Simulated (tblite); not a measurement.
Run report: C3H8Si, molecular dynamics (part 1 of 2)

The run: molecular dynamics of C3H8Si. Method and program: GFN2-xTB Langevin dynamics, gas phase (tblite 0.8.0).

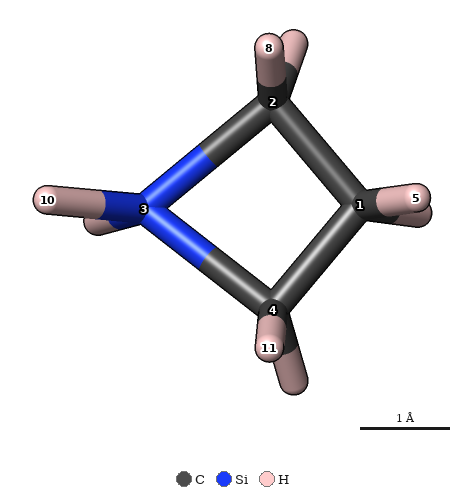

**Figure 1.** The structure as given in the input (stick view, seen at a tilt; atoms are numbered from 1 in the order of the input). Bond lengths as drawn: C–C 1.54 Å, C–H 1.09 Å, C–Si 1.91 Å and H–Si 1.46 Å.

**Input**
```
{"job": {"kind": "md", "xc": "GFN2-xTB", "basis": "xTB", "temperature": 300, "steps": 2000, "every": 50}, "charge": 0, "multiplicity": 1}
C      0.505508    -0.984361    -0.101875
C      1.105424     0.437082    -0.075478
Si    -0.638192     1.216293     0.006384
C     -0.977802    -0.657642     0.170658
H      0.942295    -1.647378     0.644402
H      0.634152    -1.448834    -1.078651
H      1.720412     0.665351    -0.943011
H      1.718727     0.606991     0.807364
H     -1.115786     1.834647    -1.231767
H     -0.940333     2.064506     1.159912
H     -1.293181    -0.977680     1.161760
H     -1.660026    -1.109660    -0.545725
```

The first line tells a small driver script what to run in tblite; the rest is the geometry in Å.

Run on 1 CPU thread, shared host.

Launched with:
```bash
OMP_NUM_THREADS=1 python <driver script> task.json out
```

**The program's output**
```
t/fs     T/K      E/eV
    0.0   261.5   -331.87906
   25.0   188.3   -331.60246
   50.0   168.2   -331.52027
   75.0   218.1   -331.64963
  100.0   154.5   -331.60482
  125.0   162.5   -331.69754
  150.0   188.7   -331.62234
  175.0   182.7   -331.55602
  200.0   220.5   -331.54244
  225.0   322.0   -331.58104
  250.0   249.0   -331.52303
  275.0   322.7   -331.51110
  300.0   338.8   -331.51310
  325.0   361.7   -331.57825
  350.0   341.8   -331.41479
  375.0   325.9   -331.56786
  400.0   324.9   -331.52087
  425.0   237.6   -331.35035
  450.0   276.6   -331.30576
  475.0   319.1   -331.43691
  500.0   382.8   -331.53125
  525.0   416.4   -331.54635
  550.0   265.4   -331.56514
  575.0   197.2   -331.46625
  600.0   252.8   -331.59281
  625.0   251.9   -331.59101
  650.0   218.3   -331.61455
  675.0   142.4   -331.57127
  700.0   142.4   -331.39683
  725.0   257.7   -331.48439
  750.0   221.1   -331.60260
  775.0   204.7   -331.33232
  800.0   244.3   -331.24647
  825.0   278.9   -331.25806
  850.0   299.7   -331.44502
  875.0   436.2   -331.51934
  900.0   307.0   -331.38298
  925.0   314.0   -331.38748
  950.0   301.3   -331.40257
  975.0   340.8   -331.44417
 1000.0   248.9   -331.37421
```

**Trajectory as extended XYZ (Å, eV, eV/Å), 41 frames, from step=0 to step=40**
```
12
Properties=species:S:1:pos:R:3:forces:R:3 step=0 time_fs=0.0 energy=-331.87906 temperature=261.5
C     0.5055   -0.9844   -0.1019    0.0009   0.0015  -0.0025
C     1.1054    0.4371   -0.0755    0.0000   0.0019  -0.0004
Si   -0.6382    1.2163    0.0064    0.0004   0.0026  -0.0050
C    -0.9778   -0.6576    0.1707    0.0007  -0.0008   0.0003
H     0.9423   -1.6474    0.6444    0.0000  -0.0016  -0.0011
H     0.6342   -1.4488   -1.0787    0.0016  -0.0027   0.0007
H     1.7204    0.6654   -0.9430    0.0053  -0.0002   0.0036
H     1.7187    0.6070    0.8074    0.0025   0.0025  -0.0043
H    -1.1158    1.8346   -1.2318    0.0014   0.0060   0.0009
H    -0.9403    2.0645    1.1599   -0.0031  -0.0043   0.0018
H    -1.2932   -0.9777    1.1618   -0.0050   0.0008  -0.0010
H    -1.6600   -1.1097   -0.5457   -0.0046  -0.0055   0.0068
12
Properties=species:S:1:pos:R:3:forces:R:3 step=1 time_fs=25.0 energy=-331.60246 temperature=188.3
C     0.4659   -0.9832   -0.0127    1.3963   0.1054  -0.6395
C     1.0895    0.4557   -0.1439   -0.6055  -0.5902   1.4126
Si   -0.6440    1.2594    0.0499    0.0101  -0.5036   0.2001
C    -0.9908   -0.6481    0.1167   -1.7483  -0.0522  -0.3377
H     0.9272   -1.5017    0.8404   -0.3928   0.0125  -0.2558
H     0.6318   -1.5816   -0.9238    0.2054   0.1338   0.3879
H     1.5301    0.6385   -1.1074    0.5527   0.0797   0.0789
H     1.7495    0.6228    0.7371   -0.0310   0.1113  -1.0762
H    -1.0277    1.7974   -1.2188   -0.3373   0.3307  -0.7261
H    -1.0162    2.2975    1.0340    0.1616  -0.4390   0.0614
H    -1.4898   -1.0796    0.9811    0.1552   0.1673   0.3496
H    -1.6086   -1.0695   -0.7297    0.6335   0.6442   0.5448
12
Properties=species:S:1:pos:R:3:forces:R:3 step=2 time_fs=50.0 energy=-331.52027 temperature=168.2
C     0.4016   -0.8991    0.0752   -0.0602   0.2606   0.2303
C     1.0772    0.5084   -0.0706   -1.1083  -0.8198   0.3862
Si   -0.6452    1.3011    0.0335   -0.5672   0.9986   0.0528
C    -1.1094   -0.5126    0.0777    0.4751  -0.7333  -0.1974
H     0.6705   -1.3813    1.0173   -0.0125   0.1057  -0.0524
H     0.7115   -1.5648   -0.7183   -0.1307  -0.1743  -0.2687
H     1.5153    0.5721   -1.0332    0.9183   0.2000  -0.4953
H     1.7288    0.7326    0.7724    0.2209   0.0670  -0.5093
H    -1.3663    2.2132   -0.9384    0.5827  -0.5162   0.5371
H    -0.6448    1.6567    1.4322   -0.3276   0.6963   0.4840
H    -1.6139   -0.9550    0.9220   -0.1561   0.2370   0.4440
H    -1.6929   -0.8433   -0.7638    0.1655  -0.3215  -0.6113
12
Properties=species:S:1:pos:R:3:forces:R:3 step=3 time_fs=75.0 energy=-331.64963 temperature=218.1
C     0.3385   -0.8667    0.1380   -0.3119   0.5282  -0.0575
C     0.9948    0.5226   -0.0741   -1.9271   0.0587   0.4234
Si   -0.7425    1.4099    0.1198    0.4786   0.2483  -0.4275
C    -1.1552   -0.4481   -0.0477   -0.3644  -0.8401   1.6333
H     0.5593   -1.3028    1.1195   -0.2507   0.4438   0.0109
H     0.7004   -1.6020   -0.5545   -0.0607  -0.3364  -0.6593
H     1.4677    0.6714   -1.0224    0.3643  -0.0983  -0.2440
H     1.5994    0.7803    0.7471    1.2152   0.2636   0.5904
H    -1.1192    2.3635   -0.9616    0.0324  -0.3765   0.1816
H    -0.9739    2.1781    1.3693    0.0421  -0.4031  -0.1665
H    -1.8621   -0.9280    0.7050    0.8349   0.5882  -0.6996
H    -1.5488   -0.7333   -1.0020   -0.0526  -0.0763  -0.5852
12
Properties=species:S:1:pos:R:3:forces:R:3 step=4 time_fs=100.0 energy=-331.60482 temperature=154.5
C     0.1844   -0.7713    0.1268    0.9411  -1.0366   0.2983
C     0.9011    0.5862    0.0046    0.1416  -0.2813  -0.9056
Si   -0.7617    1.4473    0.1605   -1.0886   0.9922   0.3238
C    -1.2586   -0.3581   -0.1681   -0.2513  -0.8882   1.1091
H     0.3460   -1.2509    1.1212   -0.3516   0.6404  -0.3941
H     0.5609   -1.5255   -0.5681    0.0649   0.0429  -0.2098
H     1.2205    0.7400   -1.0598    0.0600  -0.1985   0.8788
H     1.7566    0.7253    0.6469    0.0793   0.0814   0.1356
H    -1.0828    2.1596   -1.0635   -0.0611   0.4647  -0.1761
H    -1.2502    2.2425    1.3545    0.3754  -0.6207  -0.5578
H    -1.9711   -0.8942    0.4924    0.2544   0.4724  -0.2944
H    -1.5144   -0.6520   -1.1776   -0.1641   0.3313  -0.2078
12
Properties=species:S:1:pos:R:3:forces:R:3 step=5 time_fs=125.0 energy=-331.69754 temperature=162.5
C     0.0436   -0.7669    0.1236    0.4398  -1.2335  -0.1669
C     0.8202    0.5232    0.0108    0.3357   0.7893  -0.0352
Si   -0.8485    1.5121    0.1399    1.0252   0.2103   0.7832
C    -1.3638   -0.2678   -0.1266   -0.9441  -0.5555  -1.5038
H     0.1441   -1.1733    1.1318   -0.1712   0.0879   0.0828
H     0.3824   -1.5836   -0.5342   -0.1346   0.2927  -0.0777
H     1.3883    0.6280   -0.9184   -0.2051  -0.0503   0.0871
H     1.5361    0.6191    0.8293   -0.0229   0.2626  -0.1264
H    -1.1318    2.6506   -0.7016   -0.1222   0.0873  -0.3044
H    -0.9811    1.8679    1.5493   -0.1694   0.1979   0.1530
H    -2.0892   -0.7792    0.4837   -0.4309   0.0959   0.1731
H    -1.6976   -0.3923   -1.1994    0.3997  -0.1846   0.9353
12
Properties=species:S:1:pos:R:3:forces:R:3 step=6 time_fs=150.0 energy=-331.62234 temperature=188.7
C    -0.0695   -0.8367    0.1170    0.2863   0.8480  -0.9361
C     0.7350    0.5228    0.0009    0.1797  -1.1016   1.7873
Si   -0.8068    1.5308    0.1980   -1.6250  -0.0888  -0.5989
C    -1.5054   -0.2984   -0.1668    0.7678   1.2873   0.5198
H     0.0429   -1.3043    1.0839   -0.1261   0.0243   0.1993
H     0.3026   -1.5202   -0.6511   -0.2280  -0.1348   0.1475
H     1.2374    0.5698   -0.9099    0.5579   0.1578  -1.6534
H     1.5284    0.6973    0.7447   -0.3214  -0.3228   0.0624
H    -1.1876    2.6449   -0.6936    0.1677  -0.2203  -0.0153
H    -1.1008    2.0074    1.5425    0.0441  -0.0449   0.2316
H    -2.2683   -0.5922    0.5378   -0.0350  -0.3555   0.1774
H    -1.8989   -0.4769   -1.1665    0.3320  -0.0485   0.0783
12
Properties=species:S:1:pos:R:3:forces:R:3 step=7 time_fs=175.0 energy=-331.55602 temperature=182.7
C    -0.1568   -0.8464    0.1012   -0.0767   0.5473  -0.4366
C     0.7679    0.4162    0.0823   -0.4000  -0.3916  -0.2964
Si   -0.8358    1.5188    0.3098    0.6289  -0.3871   0.2975
C    -1.5511   -0.2057   -0.1590    0.9735   0.6182   2.1507
H    -0.0319   -1.2365    1.1094   -0.4584  -0.4744  -0.2462
H     0.0242   -1.5818   -0.6848    0.4284  -0.1671   0.3835
H     1.2833    0.5615   -0.8846   -0.4566   0.0001   0.2833
H     1.5830    0.2912    0.8072   -0.4181   0.4164   0.0170
H    -0.8787    2.4895   -0.7855   -0.1497   0.1683   0.1528
H    -1.2083    1.9908    1.6594    0.1720   0.0127  -0.3037
H    -2.4092   -0.6641    0.3386    0.2919   0.1018  -0.1166
H    -1.7075   -0.1092   -1.1794   -0.5352  -0.4445  -1.8855
12
Properties=species:S:1:pos:R:3:forces:R:3 step=8 time_fs=200.0 energy=-331.54244 temperature=220.5
C    -0.2282   -0.9009    0.1111   -0.1561   1.7943   1.4218
C     0.6522    0.3627    0.1433    2.3363  -0.3688  -1.0709
Si   -0.7909    1.5455    0.4178   -0.3592  -0.9337   0.2585
C    -1.5445   -0.1593   -0.1929   -0.5012   0.1756   0.8705
H    -0.2223   -1.2578    1.1684   -0.2938  -0.2813  -0.9325
H     0.0540   -1.6427   -0.5815    0.3403  -0.8571  -0.5647
H     1.0462    0.5126   -0.9174   -0.1103  -0.0478   1.2661
H     1.5521    0.2810    0.8365   -1.0116   0.2699  -0.8799
H    -0.9985    2.7298   -0.3865    0.0092   0.1928  -0.1407
H    -0.9306    1.7941    1.8639   -0.1564   0.0763  -0.1720
H    -2.3015   -0.5735    0.4809   -0.3645   0.2133  -0.5153
H    -1.9005   -0.1667   -1.2331    0.2674  -0.2334   0.4592
12
Properties=species:S:1:pos:R:3:forces:R:3 step=9 time_fs=225.0 energy=-331.58104 temperature=322.0
C    -0.2914   -0.8729    0.0755   -0.4993   0.1156   0.0320
C     0.7275    0.2880    0.1350   -0.4884  -0.3681  -0.1870
Si   -0.7633    1.4550    0.5460    0.4301   1.0277  -0.1752
C    -1.6133   -0.0659   -0.0939    0.7787  -0.7730  -2.5450
H    -0.2917   -1.4646    0.9885   -0.0700   0.0551   0.0931
H    -0.1418   -1.5447   -0.7524    0.2213  -0.3481  -0.2755
H     1.2820    0.2797   -0.8198   -0.2257   0.6419   0.5796
H     1.4150    0.1616    0.9610    0.3337   0.0528  -0.0483
H    -1.0607    2.7318   -0.1330    0.1921  -0.2093   0.0180
H    -0.9572    1.6462    1.9741    0.0933   0.0127   0.2632
H    -2.4624   -0.5638    0.2888   -0.8608  -0.1704   0.5617
H    -1.7858    0.0256   -1.2406    0.0951  -0.0369   1.6836
12
Properties=species:S:1:pos:R:3:forces:R:3 step=10 time_fs=250.0 energy=-331.52303 temperature=249.0
C    -0.2828   -0.8934   -0.0083   -0.3417  -1.9103   0.0126
C     0.7037    0.2695    0.1862   -1.6573  -0.3651  -0.5118
Si   -0.7032    1.4181    0.7206   -0.6768   0.0273   0.1034
C    -1.6404   -0.1209   -0.0885    1.1736   0.1636  -0.7572
H    -0.2910   -1.5839    0.8779    0.0296   0.8031  -0.3531
H    -0.0894   -1.6532   -0.8510   -0.1411   1.4185   0.6591
H     1.0125    0.6264   -0.7687    0.5248   0.1254  -0.7925
H     1.5430    0.0513    0.7636    1.2019  -0.3158   0.9391
H    -0.6215    2.6639   -0.0542   -0.2166   0.0110   0.0298
H    -0.8746    1.7904    2.1640   -0.0216  -0.3586  -0.5686
H    -2.4628   -0.6296    0.3817   -0.1782  -0.0289   0.4946
H    -1.9456   -0.0444   -1.1604    0.3033   0.4298   0.7446
12
Properties=species:S:1:pos:R:3:forces:R:3 step=11 time_fs=275.0 energy=-331.51110 temperature=322.7
C    -0.3044   -0.9113   -0.0801   -0.0768  -1.7960   0.4934
C     0.7160    0.1882    0.2263   -0.4813   0.7146   0.2384
Si   -0.7155    1.3426    0.8508    0.5673   0.4847   0.3437
C    -1.5934   -0.0590    0.0220   -0.7413  -1.6066  -0.2988
H    -0.2883   -1.7112    0.6978   -0.0264   0.7165   0.0102
H    -0.1395   -1.5673   -0.9948   -0.2816   1.3792   0.4756
H     1.1822    0.5790   -0.6736    0.3306  -0.2176   0.1384
H     1.4258   -0.0296    1.0248    0.2103  -0.1920  -0.5332
H    -0.9661    2.7097    0.3406    0.1615  -0.3087   0.2038
H    -0.8369    1.1368    2.3002   -0.0025   0.3293   0.0195
H    -2.5117   -0.4953    0.4515    0.6437  -0.2046   0.3453
H    -1.9122    0.1165   -0.9649   -0.3036   0.7012  -1.4364
12
Properties=species:S:1:pos:R:3:forces:R:3 step=12 time_fs=300.0 energy=-331.51310 temperature=338.8
C    -0.3283   -0.9006   -0.1377   -0.0166  -0.8234   0.1806
C     0.6719    0.1395    0.3105    1.8584   0.9918  -0.7901
Si   -0.6708    1.2563    0.9715   -1.1563  -0.5961   0.0342
C    -1.6465   -0.1493   -0.0398    0.2542   0.7821   0.9697
H    -0.3711   -1.7780    0.4803    0.2220  -0.2850   0.8992
H    -0.0971   -1.3235   -1.0845    0.0677  -0.0314  -1.2719
H     1.1436    0.6945   -0.5849   -0.3203  -1.1671   1.1176
H     1.4927   -0.1934    0.9943   -0.6483   0.2156  -0.7476
H    -0.7683    2.6775    0.7410   -0.0395   0.2945  -0.3152
H    -0.7026    1.0622    2.4037   -0.2697  -0.0407   0.5042
H    -2.4630   -0.6814    0.4553    0.2876   0.0410   0.2023
H    -2.0228    0.0802   -1.0065   -0.2391   0.6186  -0.7829
12
Properties=species:S:1:pos:R:3:forces:R:3 step=13 time_fs=325.0 energy=-331.57825 temperature=361.7
C    -0.3584   -0.9144   -0.2317    0.6560  -0.2714   0.3192
C     0.7138    0.0734    0.2514   -0.1725   0.9395   1.1893
Si   -0.7479    1.1275    1.0915    0.6471  -0.5850   0.4796
C    -1.6214   -0.1115   -0.0397   -0.4506   1.0741  -1.5737
H    -0.3884   -1.8369    0.3554    0.1469   0.2639   0.3724
H    -0.2365   -1.2574   -1.2176    0.3452  -0.2615  -1.5571
H     1.3090    0.6586   -0.4913   -0.6761  -0.7928   0.3084
H     1.4231   -0.3566    0.9786   -0.1987   0.0889  -0.4626
H    -0.7404    2.5366    0.7399   -0.0939   0.1827   0.0163
H    -1.0650    0.8831    2.5461    0.2605   0.1718  -0.6333
H    -2.4325   -0.7424    0.2333   -0.8050  -0.1224   0.4495
H    -1.9288    0.4082   -1.0135    0.3409  -0.6878   1.0920
12
Properties=species:S:1:pos:R:3:forces:R:3 step=14 time_fs=350.0 energy=-331.41479 temperature=341.8
C    -0.3802   -0.9315   -0.2717    0.5557   0.8309  -1.4669
C     0.5951    0.1052    0.3668   -0.2952  -1.4445   0.4722
Si   -0.7958    0.9894    1.2205   -0.8782   0.7586  -0.8248
C    -1.7289   -0.1437   -0.0916    0.2277  -0.3512  -0.0727
H    -0.3841   -1.9439    0.1949    0.0474   0.9826  -0.2532
H    -0.0558   -1.0152   -1.3423   -0.6225  -0.4142   0.6898
H     1.0687    0.7445   -0.3145    0.3896   0.6887  -1.4747
H     1.4171   -0.3451    0.8776    0.3702  -0.4193   0.7647
H    -0.7943    2.4664    1.0008   -0.1481  -0.4675   0.1559
H    -0.8191    0.5928    2.5945   -0.3382  -0.0866   0.7020
H    -2.4408   -0.8555    0.3523   -0.1679   0.5582  -0.2728
H    -2.1842    0.2954   -1.0569    0.8596  -0.6357   1.5805
12
Properties=species:S:1:pos:R:3:forces:R:3 step=15 time_fs=375.0 energy=-331.56786 temperature=325.9
C    -0.3982   -0.8810   -0.3356    0.2049   0.1614  -1.3666
C     0.6213    0.0912    0.3475   -1.4511  -0.9865   1.1635
Si   -0.8720    0.8546    1.3870    0.3425  -0.4064   0.1466
C    -1.7411   -0.1536    0.0341    0.7727   0.0377  -0.7800
H    -0.3341   -1.9178    0.0977   -0.1537   1.1166  -0.3124
H    -0.2136   -0.9906   -1.4730   -0.3580   0.1664   1.6026
H     1.1837    0.7441   -0.2602    0.0222   0.8416  -1.0607
H     1.3907   -0.4653    0.8566    0.1311  -0.2695   0.6113
H    -1.1508    2.2881    1.4088    0.1730   0.1048  -0.0912
H    -1.2265    0.3475    2.7418    0.3612   0.0522  -0.2873
H    -2.5278   -0.8476    0.2775   -0.2901  -0.0292   0.0330
H    -2.0939    0.5404   -0.7648    0.2452  -0.7891   0.3412
12
Properties=species:S:1:pos:R:3:forces:R:3 step=16 time_fs=400.0 energy=-331.52087 temperature=324.9
C    -0.3949   -0.8602   -0.3519    0.5862   0.6948   0.1333
C     0.5540    0.0594    0.4568    1.7608  -0.1413  -1.4518
Si   -0.8131    0.7439    1.5066   -0.2930  -1.3533   1.3160
C    -1.7038   -0.2217    0.0867   -0.2264  -0.4339   1.3639
H    -0.2973   -1.8798   -0.0037   -0.0674  -0.1948  -0.1605
H    -0.1869   -0.7722   -1.4189   -0.1980  -0.3598   0.0014
H     1.0821    0.7871   -0.2061   -0.6400  -0.2387   0.2822
H     1.3987   -0.4769    0.8748   -0.0394  -0.2147   0.4295
H    -0.8060    2.1837    1.5061   -0.2676   0.4104   0.2276
H    -0.7292   -0.0709    2.8534   -0.3330   0.9245  -0.9980
H    -2.5489   -0.8859    0.2619    0.1790  -0.2060   0.2195
H    -2.0540    0.4767   -0.6041   -0.4613   1.1128  -1.3633
12
Properties=species:S:1:pos:R:3:forces:R:3 step=17 time_fs=425.0 energy=-331.35035 temperature=237.6
C    -0.4444   -0.8768   -0.3072    0.8445   0.1814   1.2244
C     0.6417   -0.0641    0.4455    0.5371   0.9625  -0.0987
Si   -0.8173    0.5458    1.6223    0.9661   1.7556  -1.5955
C    -1.7293   -0.2002    0.1385   -0.2318  -0.8293   1.1997
H    -0.3757   -1.8334    0.1403   -0.2038  -1.3457  -0.0252
H    -0.2493   -0.9064   -1.3354   -0.0141  -0.2129  -1.4885
H     1.1057    0.6997   -0.2615   -0.7573  -0.4968   1.0339
H     1.5458   -0.6201    0.8323   -1.1897   0.2884  -0.2162
H    -1.0642    1.9590    1.9991    0.2665  -0.1169  -0.2930
H    -1.2192   -0.1227    2.7705   -0.1715  -1.1931   1.6027
H    -2.5282   -0.8757    0.5061    0.4196   0.0613  -0.5604
H    -2.1486    0.3980   -0.6141   -0.4657   0.9456  -0.7833
12
Properties=species:S:1:pos:R:3:forces:R:3 step=18 time_fs=450.0 energy=-331.30576 temperature=276.6
C    -0.4820   -0.9724   -0.2860    0.8443   0.0420   0.7244
C     0.5394   -0.1652    0.5292    1.6445   1.1657  -1.5015
Si   -0.7707    0.4838    1.6751   -0.3473  -0.4762   1.8510
C    -1.7348   -0.2546    0.1737   -0.6226   1.7195  -0.7558
H    -0.3825   -1.9584    0.1022   -0.4155  -1.0736  -0.3118
H    -0.2721   -0.8640   -1.3353   -0.1542  -0.5800  -0.4409
H     0.9633    0.5913   -0.1879   -0.3410  -0.1471   0.7940
H     1.4504   -0.6345    0.9122   -0.4540  -0.4199  -0.0131
H    -0.6238    1.9080    2.0850   -0.3140  -0.4167  -0.1928
H    -0.7400   -0.4323    2.9722   -0.2389   0.8455  -1.0919
H    -2.7313   -0.7536    0.1527    0.9385   0.2415   0.1505
H    -1.7780    0.6329   -0.5483   -0.5398  -0.9007   0.7880
12
Properties=species:S:1:pos:R:3:forces:R:3 step=19 time_fs=475.0 energy=-331.43691 temperature=319.1
C    -0.4712   -1.0506   -0.2549    0.3246   0.3719   0.7456
C     0.6416   -0.2915    0.5091   -0.8797  -1.2880   1.6623
Si   -0.6938    0.4158    1.7449   -0.0098  -0.5072  -0.6235
C    -1.7203   -0.2708    0.2704    0.4188   0.1071  -0.8664
H    -0.4678   -1.9736    0.3210   -0.3046  -0.6722  -1.0062
H    -0.2977   -1.1325   -1.3553   -0.3738  -0.1686   1.0092
H     1.0608    0.4496   -0.0579    0.9993   1.9750  -1.3846
H     1.4774   -0.9187    0.8690   -0.4861   0.1206  -0.0574
H    -0.8693    1.8297    1.8519    0.1559   0.8002   0.1206
H    -0.9998   -0.1636    3.0681    0.2396  -0.1062  -0.2655
H    -2.4817   -0.9741    0.5834   -0.4101   0.1282  -0.3209
H    -2.1229    0.4539   -0.4959    0.3258  -0.7609   0.9868
```
